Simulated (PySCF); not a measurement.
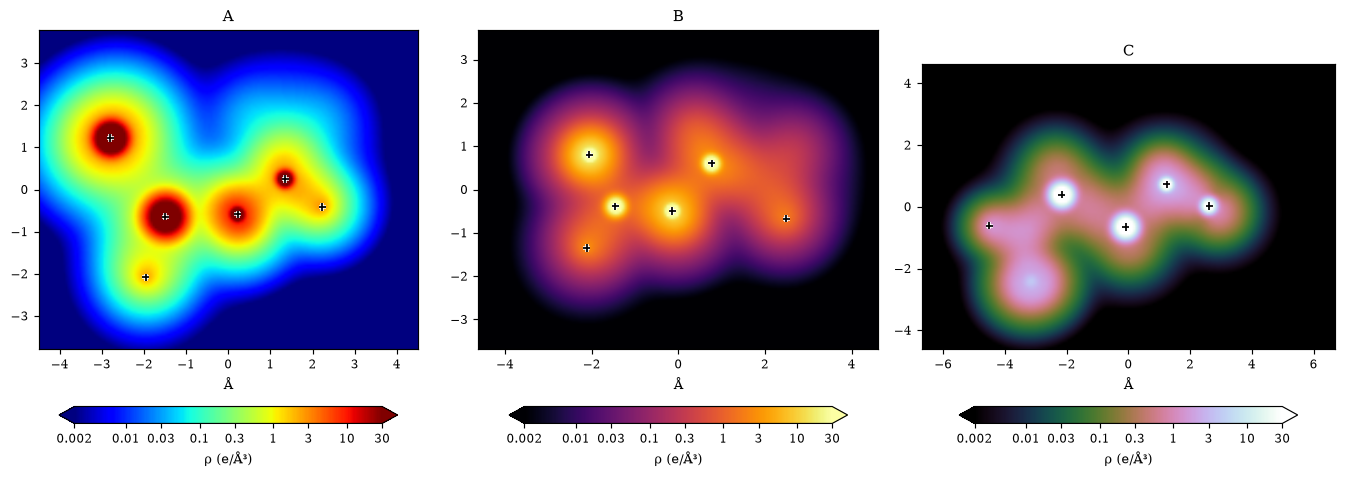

The total electron density of 3 systems, each on a plane through atoms (crosses mark nuclei in the plane).

Theory: CAM-B3LYP/def2-SVPD, SCF density, gas phase (PySCF 2.14.0).

System 1: C3H8BrGaO (SMILES CC(C)[O][GaH][Br]), the plane of atoms O4, Ga5 and Br6. Geometry: GFN2-xTB.

```xyz
14

C    -1.0247   -1.1434    0.2021
C    -0.4669   -0.1313   -0.7941
C    -0.8492    1.2918   -0.3981
O     0.9396   -0.2548   -0.8811
Ga    2.4204   -0.1338   -0.0252
Br    2.5376    0.4357    2.1788
H    -2.1105   -1.0996    0.2193
H    -0.6396   -0.9224    1.1996
H    -0.7155   -2.1489   -0.0794
H    -0.8571   -0.3506   -1.7989
H    -0.4693    1.5058    0.6030
H    -1.9297    1.4094   -0.4043
H    -0.4110    2.0001   -1.0997
H     3.5752   -0.4585   -0.9493
```

System 2: C2H9BCl2Si2, the plane of atoms C2, Si3 and Si4. Geometry: GFN2-xTB.

```json
{"atom": "B", "x (Å)": "-3.1675", "y (Å)": "0.4295", "z (Å)": "0.4523"}
{"atom": "C", "x (Å)": "-1.9928", "y (Å)": "-0.5027", "z (Å)": "0.0843"}
{"atom": "Si", "x (Å)": "-0.3862", "y (Å)": "0.5353", "z (Å)": "0.2526"}
{"atom": "Si", "x (Å)": "1.3915", "y (Å)": "-0.8645", "z (Å)": "-0.3045"}
{"atom": "Cl", "x (Å)": "1.8891", "y (Å)": "-2.1348", "z (Å)": "1.1886"}
{"atom": "C", "x (Å)": "2.9441", "y (Å)": "0.2224", "z (Å)": "-0.6195"}
{"atom": "Cl", "x (Å)": "3.0458", "y (Å)": "1.4779", "z (Å)": "0.6504"}
{"atom": "H", "x (Å)": "-3.6789", "y (Å)": "1.0854", "z (Å)": "-0.3707"}
{"atom": "H", "x (Å)": "-3.5242", "y (Å)": "0.5219", "z (Å)": "1.5627"}
{"atom": "H", "x (Å)": "-1.8804", "y (Å)": "-1.3607", "z (Å)": "0.7466"}
{"atom": "H", "x (Å)": "-2.0218", "y (Å)": "-0.8733", "z (Å)": "-0.9400"}
{"atom": "H", "x (Å)": "-0.4252", "y (Å)": "1.6811", "z (Å)": "-0.6702"}
{"atom": "H", "x (Å)": "-0.2817", "y (Å)": "1.0834", "z (Å)": "1.6123"}
{"atom": "H", "x (Å)": "1.3031", "y (Å)": "-1.7067", "z (Å)": "-1.5091"}
{"atom": "H", "x (Å)": "2.8998", "y (Å)": "0.7493", "z (Å)": "-1.5688"}
{"atom": "H", "x (Å)": "3.8776", "y (Å)": "-0.3345", "z (Å)": "-0.5785"}
```

System 3: C3H8BFO (SMILES CC(C)OBF), the plane of atoms O4, B5 and F6. Geometry: GFN2-xTB.

```xyz
14

C    -1.3845    0.7555   -0.3365
C    -0.2676    0.1102    0.4767
C    -0.3189   -1.4132    0.4001
O     0.9786    0.5666   -0.0526
B     2.0897    0.6930    0.6400
F     2.1303    0.4126    1.9489
H    -2.3517    0.4458    0.0493
H    -1.3111    1.8384   -0.2813
H    -1.3020    0.4556   -1.3780
H    -0.3430    0.4213    1.5272
H     0.4818   -1.8428    0.9972
H    -1.2723   -1.7721    0.7775
H    -0.1984   -1.7371   -0.6309
H     3.0684    1.0657    0.1202
```

Q: Match each panel to its system.

A: Panel A is system 1, C3H8BrGaO: the plane holds C, O, Ga, Br and H. C–O (1.41 Å): ρ is about 2 e/Å³ halfway, with its minimum of 1.7 e/Å³ about 0.5 Å from C. Panel B is system 3, C3H8BFO: the plane holds C, O, B, F and H. B–O (1.32 Å): ρ at the midpoint is about 2.3 e/Å³. Panel C is system 2, C2H9BCl2Si2: the plane holds B, C, Si and H. C–B (1.54 Å): ρ at the midpoint is about 1.5 e/Å³.
